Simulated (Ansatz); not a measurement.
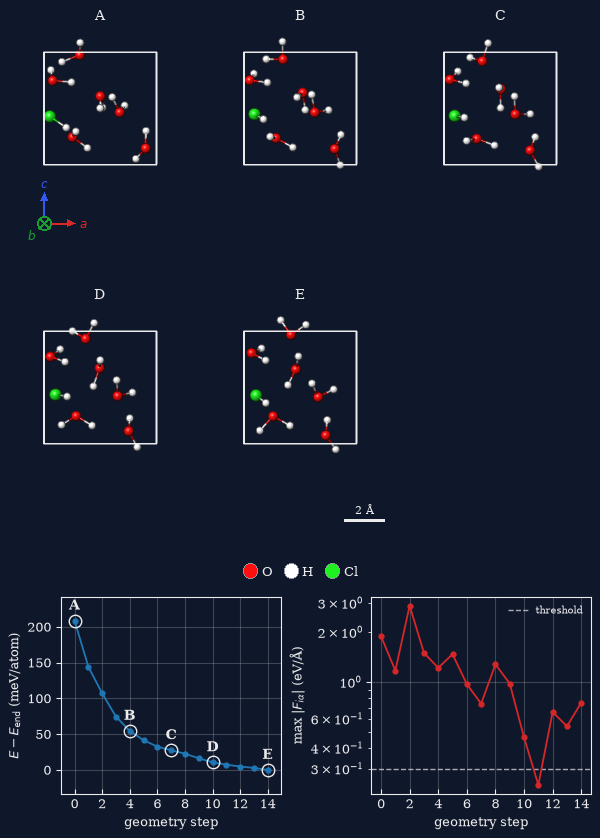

Frames of a relaxation of an amorphous cell of composition H13ClO6, marked on the history of the run. Style: ball-and-stick. Shown: the cell of the calculation (origin shifted), along the b axis.

The cell holds 6 H2O + 1 HCl. The run prepares the start of a later molecular dynamics calculation, from a guessed geometry.

Method: DFT PBE-D3(BJ), scalar-relativistic, plane waves, PAW (Ansatz 0.2.0). Set-up: plane-wave cutoff 420 eV; k-point mesh 1 × 1 × 1; occupations fermi dirac; smearing width 0.02 eV; no spin polarisation; atoms relaxed in a fixed cell; force threshold 0.3 eV/Å; at most 15 steps.

### Describe the path.

The relaxation stopped without meeting its thresholds, so the last structure isn't shown to be converged. It used up its limit of 15 steps. An H atom moves most: 1.61 Å along [0 1 3]. Largest moves by element: H 1.61 Å, O 1.15 Å, Cl 0.31 Å. The lattice vectors keep their values. Some distances before and after: Cl–H 1.280 → 1.351 Å, H–O 0.969 → 0.999 Å. Among the angles between lasting bonds that change: H–O–H 104.0° → 100.8°, H–O–H 104.0° → 106.1°. After 14 geometry steps the energy has fallen by 209 meV per atom. Largest force component: 1.9 eV/Å at the start, 0.75 eV/Å at the end. The forces were under the threshold at step 11, but the run went on from there. From step 0 to 4: an H atom moves most (0.58 Å), energy −154 meV per atom. From step 4 to 7: an H atom moves most (0.50 Å), energy −27.1 meV per atom. From step 7 to 10: an H atom moves most (0.47 Å), energy −16.9 meV per atom. From step 10 to 14: an H atom moves most (0.69 Å), energy −10.6 meV per atom.

```tsv
step	E − E(0), meV/atom	largest force component, eV/Å
0	0.00	1.8866
1	-64.43	1.1719
2	-101.69	2.8884
3	-134.23	1.4995
4	-154.15	1.2177
5	-167.14	1.4721
6	-176.16	0.9698
7	-181.24	0.7401
8	-186.08	1.2788
9	-192.38	0.9780
10	-198.16	0.4631
11	-201.42	0.2393
12	-203.94	0.6596
13	-205.90	0.5400
14	-208.75	0.7510
```

Limits of the set-up: the program's low-accuracy preset was used; the periodic images lie only 5.7 Å apart, so the values are limited by the cell's size.
